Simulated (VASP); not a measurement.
Band structure of Hf (space group Fm-3m). Calculation: r2SCAN meta-GGA, VASP's PBE PAW potentials (set 64) (plane waves; VASP 6.6.1).

Unless said otherwise, spin-orbit coupling is left out, though it shifts the bands of the heavy elements here.

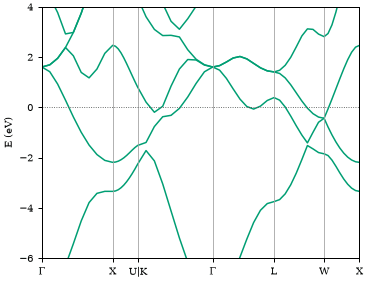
Figure. Bands along high-symmetry lines, zero at the valence-band maximum or, without a gap, the Fermi level

Task: Read the plot: is there a gap, and where are the band edges?

Result: It has no gap at this level: it comes out as a metal or semimetal.

The structure comes from a computed database's Hf entry (Fm-3m); how it stands against other phases isn't given here. It was relaxed first.
